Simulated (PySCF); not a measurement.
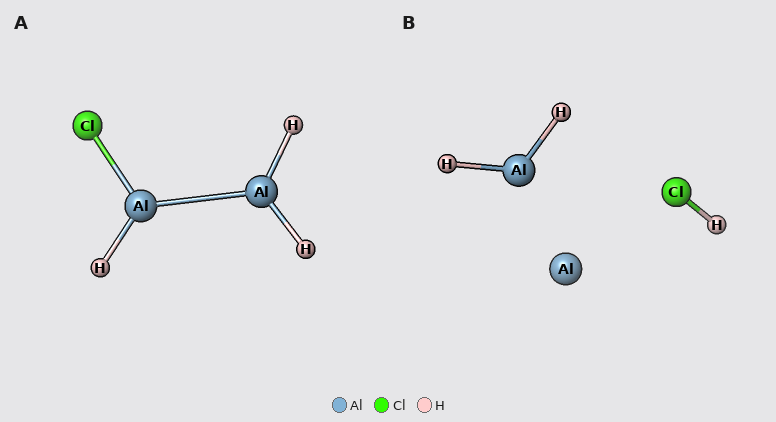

2 stationary structures of one formula. Geometries: PBE0-D4/def2-TZVP. Electronic energies: RHF-CCSD(T) (frozen core)/def2-TZVPP (PySCF 2.14.0), without zero-point energy. No frequency run is at hand to confirm each as a minimum.

Question: Rank them by energy, lowest first.

Answer: A is lowest (Cs); B lies 65.4 kcal/mol above it.

Give E(B) − E(A) in kcal/mol at these levels too: PBE0-D4/def2-TZVP; PBE-D4/def2-TZVPP; RHF-CCSD(T) (frozen core)/def2-TZVPP; r2SCAN-D4/def2-TZVPP; PBE0-D4/def2-TZVPP; ωB97M-V/def2-TZVPP; B3LYP-D4/def2-TZVPP.

| level | E(B) − E(A) (kcal/mol) |
| --- | --- |
| PBE0-D4/def2-TZVP | +65.7 |
| PBE-D4/def2-TZVPP | +61.7 |
| RHF-CCSD(T) (frozen core)/def2-TZVPP | +65.4 |
| r2SCAN-D4/def2-TZVPP | +70.3 |
| PBE0-D4/def2-TZVPP | +65.2 |
| ωB97M-V/def2-TZVPP | +64.8 |
| B3LYP-D4/def2-TZVPP | +64.5 |
